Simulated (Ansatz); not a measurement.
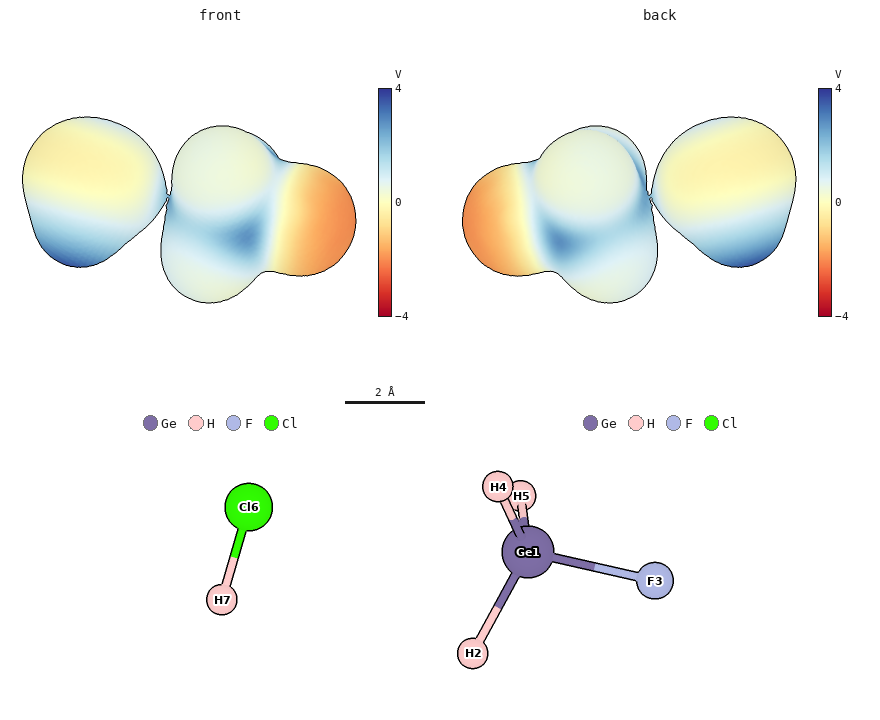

*FGeH$_{3}$···HCl. The molecular electrostatic potential painted on the density surface at 0.004 e/bohr³, seen from the front and from behind; red is negative and blue positive. The bare structure is drawn below in the same view.*

Computed with RHF/def2-SVP (Ansatz).

Input

```
crystal:
  periodic: [false, false, false]
  atoms:
    - { symbol: Ge, position_ang: [0.165117, 0.0, -0.108511] }
    - { symbol: H, position_ang: [0.082157, 0.0, 1.43234] }
    - { symbol: F, position_ang: [1.853907, 0.0, -0.489153] }
    - { symbol: H, position_ang: [-0.415033, 1.276334, -0.70001] }
    - { symbol: H, position_ang: [-0.415033, -1.276334, -0.70001] }
    - { symbol: Cl, position_ang: [-2.852086, 0.0, 1.513352] }
    - { symbol: H, position_ang: [-1.666529, 0.0, 2.097191] }
basis:
  gaussian: { orbitals: def2-SVP }
hamiltonian:
  xc: hf
relax:
  f_tol: 0.03
  max_steps: 50
output:
  orbitals: {}
```

Launched as:

```sh
ansatz run input.yaml --threads 1 --pin off --max-ram 2048MiB --backend cpu --events-out ev --progress --plain --runs-dir out
```

The fields are those of the run's last geometry, not of the input's.

> Which sites attract a positive test charge, and which a negative one?

A positive charge is drawn to the negative regions and a negative charge to the positive ones. The most negative region (about −2.0 V, or −46 kcal/mol for a unit charge) lies over F3, the most positive (about +3.5 V, or +81 kcal/mol for a unit charge) over H7. Cl6 shows a σ-hole: about +1.0 V, or +23 kcal/mol for a unit charge at the tip opposite its bond, against about +0.4 V, or +9 kcal/mol for a unit charge on its flanks.
